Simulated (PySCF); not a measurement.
# NaP: bond curves at several levels of theory

Aim: find the lowest electronic state of NaP, scan its bond at several levels of theory, and get bond length, wavenumber and dissociation energy from each curve.

The runs use PySCF 2.14.0; Na 6-311G(d,p), P 6-311G(d,p), no relativity.

## 1. Input

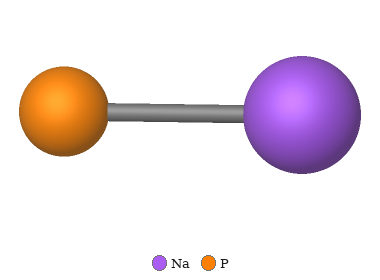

The two atoms at the starting distance (sodium purple, phosphorus orange).

The job is set up so:

```json
{
 "atoms": "Na, P",
 "charge": "0",
 "basis": "Na 6-311G(d,p), P 6-311G(d,p)",
 "Hamiltonian": "no relativity",
 "basis functions": "52",
 "electrons treated": "26",
 "masses in u": "22.9898, 30.9738",
 "levels": "PBE0, PBE, r²SCAN, r²SCANh, M06-L, BLYP, ωB97X, HF, MP2, SCS-MP2, CCSD, CCSD(T)",
 "grid": "80 radial by 434 angular points",
 "occupations": "held fixed by the projection of orbital angular momentum",
 "dissociation limit": "Na + P, each in its ground configuration",
 "starting distance in angstrom": "2.640",
 "values of 2S to try": "0, 2, 4"
}
```

Command:

```bash
OMP_NUM_THREADS=1 python dia.py task.json out
```

After this run come: The PBE0 curve of the state that the search chose; Higher solutions at PBE0; PBE; r²SCAN (meta-GGA); r²SCANh (hybrid meta-GGA); M06-L (meta-GGA); BLYP (GGA); ωB97X (range-separated hybrid); ROHF (mean field); Correlated methods on the Hartree–Fock reference.

Q: Predict the outcome of this session. Wanted: for each run, Re; ωe; De; μ.

As calculated:

Lowest PBE0 solution found, without spin–orbit coupling: ³Σ⁻ (triplet), unpaired electrons π ↑↑. State 2 has its PBE0 minimum 0.36 eV higher, as a spin-mixed determinant (⟨S²⟩ = 1.01), so this is no gap between pure states. State 3 has its PBE0 minimum 0.71 eV higher. State 4 has its PBE0 minimum 1.03 eV higher, as a spin-mixed determinant (⟨S²⟩ = 1.01), so this is no gap between pure states. The other levels ran on the lowest alone.

```
       level  Re (Å)  ωe (cm⁻¹)  De (eV)  μ (D)
        ROHF   2.693      285.6    0.128  -9.09
    ROHF-MP2   2.662      292.5     0.77    n/a
ROHF-SCS-MP2   2.668      289.9     0.81    n/a
   ROHF-CCSD   2.679      277.5     0.83    n/a
ROHF-CCSD(T)   2.684      272.9     0.90    n/a
         PBE   2.689      265.1     1.42  -6.80
        BLYP   2.701      259.9     1.44  -6.53
      r²SCAN   2.690      267.6     1.35  -7.51
       M06-L   2.682      271.5     1.65  -9.09
     r²SCANh   2.683      271.3     1.32  -7.70
        PBE0   2.670      276.8     1.31  -7.55
       ωB97X   2.654      288.6     1.53  -8.75
```

De is counted to Na + P in their ground configurations. A positive dipole means Na(−)P(+).

What this shows: Bond lengths run from 2.654 Å (ωB97X) to 2.701 Å (BLYP). CCSD(T) can't serve as the judge here: for a weak bond in this basis it is far from its limit. Of the levels with a De here, ROHF gives the least (0.128 eV) and M06-L the most (1.65 eV).

Correlated steps freeze 6 core orbitals.
